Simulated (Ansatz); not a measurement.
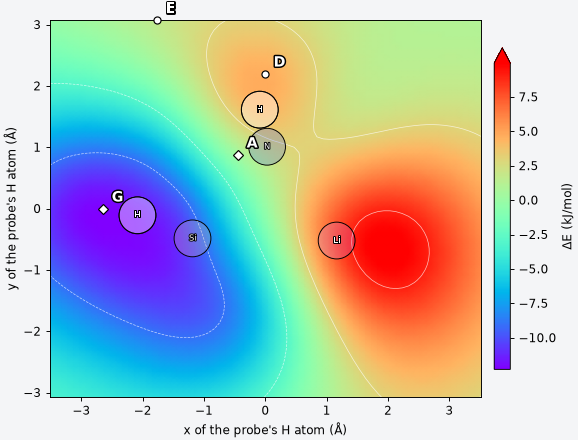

H₄LiNSi (SMILES [Li][SiH2]N) with the probe H2O. The probe is moved over a plane parallel to the molecule's main plane, 2.85 Å above it. Coordinates scanned: (1) x of the probe's H atom; (2) y of the probe's H atom. Nothing is relaxed (molecule and probe rigid, the probe upright with H nearest the plane). The scan uses a 17 × 15 grid. Points are written as (first, second). Energies are in kJ/mol, from molecule and probe far apart, each relaxed in its own basis (no counterpoise correction). The calculation used RKS CAM-B3LYP-D4/def2-SVPD (Ansatz).

The picture shows a smooth colour map with a few white contour lines, labelled circles for the molecule's atoms, projected on the plane, one colour for all values above the top of the scale, lettered points. Between grid points the surface is interpolated.

### Is D the lowest point of the computed grid?

No. D lies 16.8 kJ/mol above the lowest grid point, which is at (−2.64 Å, 0.00 Å). It is a local maximum.

### What kind of point is each of A, D, G: minimum, saddle, maximum or slope?

A: on a slope; D: maximum; G: minimum. (In these two coordinates alone; a stationary point may lie a little off the grid point.)

### Rank the lettered points by energy, lowest first.

G (−12.2 kJ/mol), A (0.39 kJ/mol), E (1.7 kJ/mol), D (4.6 kJ/mol).
